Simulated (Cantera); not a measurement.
Feed: 1 mol SiF4, 0.36 mol H2O, 33 mol H2, held at 0.810 bar.

These are equilibrium values from Cantera (NASA tables, ideal gas, pure condensed phases), not measurements of a reactor. Candidate condensed phases: H2O, Si, SiO2; 38 gas species. The tables' values for SiF3, SiF2 are old estimates; treat these amounts as uncertain. The tables hold silica as quartz up to 1696 K and as liquid above; real silica turns to tridymite and cristobalite and melts near 1996 K. Equilibrium is a limit: real reactors are often held back by kinetics, nucleation or transport.

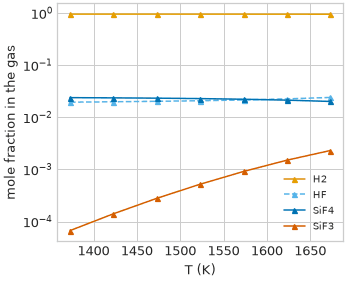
Figure. Equilibrium gas composition (values under 1e-9 drawn at 1e-9)

From 1373 K to 1673 K the condensed part is SiO2(β-quartz). The main Si-bearing gas is SiF4 throughout.
